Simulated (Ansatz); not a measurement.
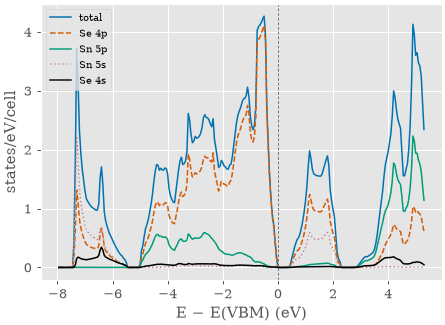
*Total and projected density of states of SnSe2 (CdI2 type, P-3m1), PBE+D3(BJ) in the plane-wave PAW code Ansatz*

Question: Which orbitals carry the states next to the gap?

Answer: Top 1 eV of the valence band: Se 4p 95 %. Bottom 1 eV of the conduction band: Se 4p 61 %, Sn 5s 31 %. Projections are on Löwdin-orthogonalised atomic valence shells; empty p or d shells of many metals are not among them.

Question: Where is the tallest occupied peak in this window, and what makes it?

Answer: Near -0.5 eV, about 4.3 states/eV per cell; the largest projected share is Se 4p.

The PBE+D3(BJ) relaxation kept the symmetry of its start; of distortions, only those at the zone centre were tested. Spin–orbit coupling is left out wherever it is not named.

Potentials: the later of the program's two PAW sets.
